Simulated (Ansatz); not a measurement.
# Calculations on CH6BClFN

Part 1: Relaxation

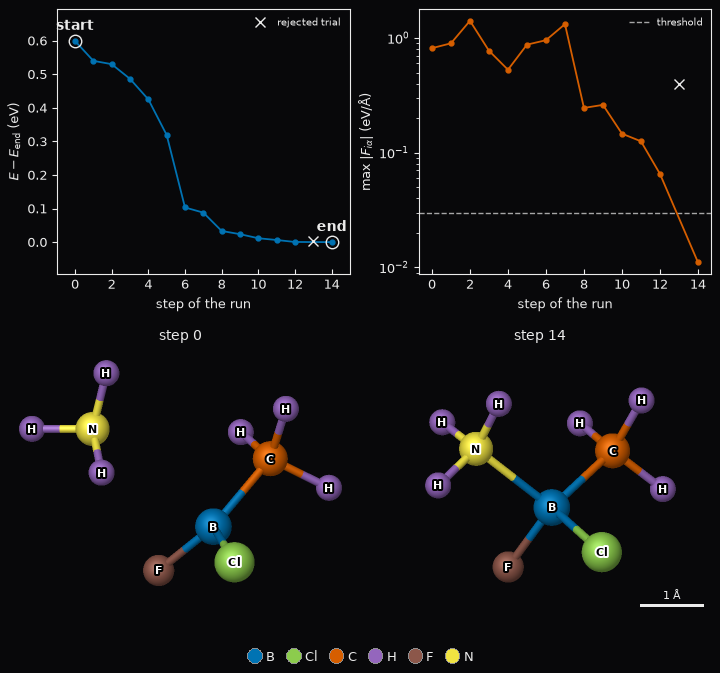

First and last geometry of a relaxation of CH6BClFN, with the history of the run. A ball-and-stick model, seen at a tilt.

The run prepares an end point of a later path (reaction) calculation, from a guessed geometry.

These are results of RHF/def2-SVP (Ansatz 0.2.0), not measurements. (no spin polarisation; force threshold 0.03 eV/Å; at most 50 steps)

> Did the run converge, and what did it change?

It converged. The largest move after the best rigid fit is that of an H atom, 1.05 Å. By element the largest moves are H 1.05 Å, B 0.57 Å, N 0.53 Å, F 0.35 Å, C 0.32 Å, Cl 0.28 Å. Near-neighbour distances that change, for instance: B–N 2.740 → 1.665 Å, B–F 1.308 → 1.371 Å, B–Cl 1.834 → 1.884 Å, B–C 1.565 → 1.598 Å. New bonds form, among them: B–N (2.74 → 1.66 Å). Bond angles that change, for instance: C–B–F 123.6° → 115.5°, Cl–B–C 120.0° → 114.1°, Cl–B–F 115.4° → 111.5°. The energy falls by 0.599 eV in 13 accepted moves (14 points after the start). Largest force component: 0.82 eV/Å at the start, 0.011 eV/Å at the end. The line search rejected the trial step at point 13 of the run.

```csv
step,"E − E(0), eV","largest force component, eV/Å",note
0,0.0000,0.8151,
1,-0.0593,0.8984,
2,-0.0692,1.4116,
3,-0.1129,0.7743,
4,-0.1741,0.5288,
5,-0.2800,0.8745,
6,-0.4960,0.9567,
7,-0.5114,1.3211,
8,-0.5660,0.2455,
9,-0.5755,0.2610,
10,-0.5877,0.1464,
11,-0.5929,0.1256,
12,-0.5988,0.0653,
13,-0.5944,0.4002,rejected
14,-0.5993,0.0111,
```

Limits of the set-up: the start holds two separate molecules, 2.6 Å apart at their closest, whose relative position is a soft coordinate and is computed without a dispersion correction; Hartree-Fock leaves out electron correlation.

Part 2: Relaxation

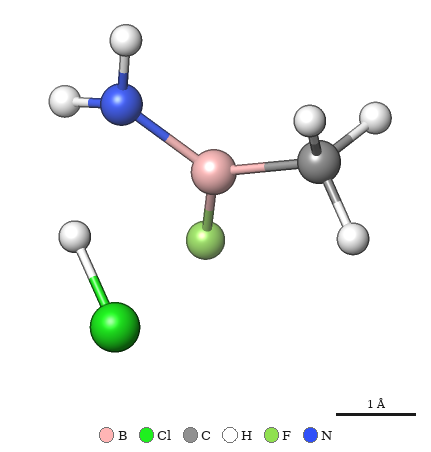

Starting structure of CH₆BClFN. The picture is a ball-and-stick view, seen at a tilt.

The run prepares an end point of a later path (reaction) calculation, from a guessed geometry.

All numbers below come from RHF/def2-SVP (Ansatz 0.2.0).

Input
```yaml
crystal:
  periodic: [false, false, false]
  atoms:
    - { symbol: B, position_ang: [0.091719, 0.692868, -0.327766] }
    - { symbol: Cl, position_ang: [0.007202, -0.58423, 2.466897] }
    - { symbol: C, position_ang: [1.442443, -0.003984, -0.73037] }
    - { symbol: H, position_ang: [1.380514, -1.083762, -0.589043] }
    - { symbol: H, position_ang: [1.625082, 0.174521, -1.795549] }
    - { symbol: H, position_ang: [2.302627, 0.372992, -0.175771] }
    - { symbol: F, position_ang: [-1.071599, 0.146259, -0.657397] }
    - { symbol: "N", position_ang: [0.012781, 2.006033, 0.346826] }
    - { symbol: H, position_ang: [0.817931, 2.590839, 0.439026] }
    - { symbol: H, position_ang: [-0.854178, 2.506304, 0.355387] }
    - { symbol: H, position_ang: [-0.036522, 0.709859, 2.196359] }
basis:
  gaussian: { orbitals: def2-SVP }
hamiltonian:
  xc: hf
relax:
  f_tol: 0.03
  max_steps: 50
```

Launched with:
```bash
ansatz run input.yaml --threads 2 --pin off --max-ram 3072MiB --backend cpu --events-out ev --progress --plain --runs-dir out
```

**Where does the relaxation end?**

Over 15 accepted moves (16 points after the start) the energy falls by 24.3 kJ/mol. Largest force component: 2.1 eV/Å at the start, 0.023 eV/Å at the end. The line search rejected the trial step at point 5 of the run. The atom that moves furthest after the best rigid fit is Cl2 (0.96 Å). By element the largest moves are Cl 0.96 Å, F 0.51 Å, H 0.40 Å, B 0.24 Å, C 0.18 Å, N 0.17 Å. Among the contacts that change: B1–N8 1.478 → 1.406 Å, Cl2–H11 1.323 → 1.276 Å, B1–F7 1.327 → 1.334 Å.

History of the run:

| step | E − E(0), kJ/mol | largest force component, eV/Å | note |
| --- | --- | --- | --- |
| 0 | 0.00 | 2.0862 |  |
| 1 | -13.47 | 1.0658 |  |
| 2 | -15.62 | 1.4164 |  |
| 3 | -18.54 | 0.8080 |  |
| 4 | -22.78 | 0.3090 |  |
| 5 | -14.49 | 1.5012 | rejected |
| 6 | -23.54 | 0.1740 |  |
| 7 | -23.85 | 0.1083 |  |
| 8 | -23.98 | 0.0842 |  |
| 9 | -24.06 | 0.0664 |  |
| 10 | -24.12 | 0.0792 |  |
| 11 | -24.16 | 0.0840 |  |
| 12 | -24.20 | 0.0740 |  |
| 13 | -24.24 | 0.0711 |  |
| 14 | -24.27 | 0.0583 |  |
| 15 | -24.29 | 0.0414 |  |
| 16 | -24.32 | 0.0225 |  |

Final geometry:

```xyz
11

B     0.1154    0.7644   -0.5574
Cl   -0.0270   -0.1818    3.3404
C     1.4683    0.0350   -0.9061
H     1.3781   -1.0350   -0.6981
H     1.6723    0.1302   -1.9771
H     2.3293    0.4207   -0.3570
F    -1.0115    0.3392   -1.1305
N    -0.0026    1.8379    0.3435
H     0.7927    2.3121    0.7181
H    -0.8619    2.3411    0.4424
H    -0.1353    0.5638    2.3105
```

After the run, drawn alike:

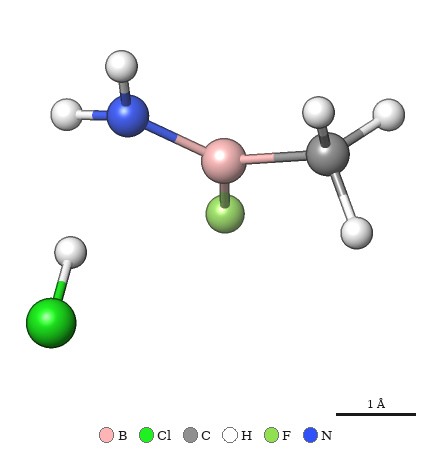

Limits of the set-up: the start holds two separate molecules, 2.3 Å apart at their closest, whose relative position is a soft coordinate and is computed without a dispersion correction; Hartree-Fock leaves out electron correlation.

Part 3: Path

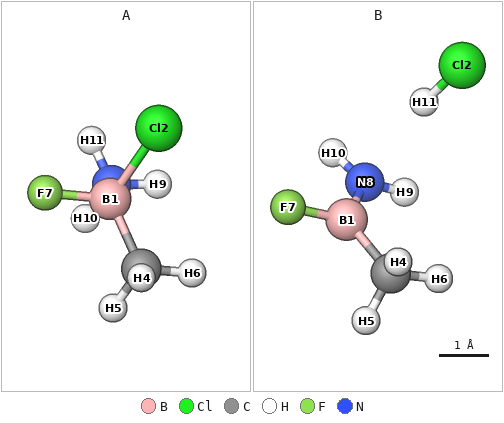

The two relaxed end points of a path for CH6BClFN. The picture is a ball-and-stick view, seen from a free direction.

Theory: Ansatz, RHF/def2-SVP.

Settings: 7 movable images; climbing image; force threshold 0.05 eV/Å; iteration limit 60.

Start:
```xyz
11

B     0.1134    0.2047    0.2403
Cl    0.2329   -0.7458    1.8624
C     1.3804    0.0246   -0.7173
H     1.4445   -1.0157   -1.0430
H     1.2934    0.6395   -1.6204
H     2.3273    0.2670   -0.2278
F    -1.1078    0.0284   -0.3572
N     0.0311    1.7837    0.7620
H     0.8494    2.0452    1.2885
H    -0.0723    2.4121   -0.0203
H    -0.7744    1.8840    1.3616
```

End:
```xyz
11

B     0.1495    0.8460   -0.5622
Cl   -0.2127   -0.3635    3.2476
C     1.4548    0.0388   -0.9205
H     1.2753   -1.0329   -0.7958
H     1.7060    0.1942   -1.9743
H     2.3214    0.3147   -0.3167
F    -0.9841    0.5534   -1.2015
N     0.0798    1.8579    0.4120
H     0.8943    2.2396    0.8463
H    -0.7417    2.4191    0.5204
H    -0.2245    0.4604    2.2732
```

> What barrier does the band find between them, and by what path?

Forward barrier 27.2 kcal/mol, backward barrier 20.8 kcal/mol, with image 4 at the top; the reaction energy is +6.4 kcal/mol. Breaking: B1–Cl2 (1.88 → 2.91 at the top → 4.01 Å), N8–H11 (1.01 → 1.13 at the top → 2.35 Å). Forming: Cl2–H11 (2.86 → 1.74 at the top → 1.28 Å). The band is converged.

Energies of the converged images:

```csv
image,path (Å),E (kcal/mol)
0,0.00,0.0
1,0.70,0.7
2,1.41,1.6
3,2.11,16.1
4,2.82,27.2
5,3.29,14.3
6,3.76,7.8
7,4.23,6.6
8,4.70,6.4
```

The geometry at the top of the path:

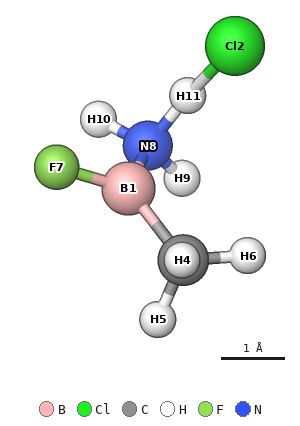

Limits of the set-up: Hartree-Fock leaves out electron correlation.

Cost: 75 s on 2 threads of AMD EPYC 9R45 96-Core Processor (Zen 5), with other jobs on the host, peak memory 0.24 GiB.
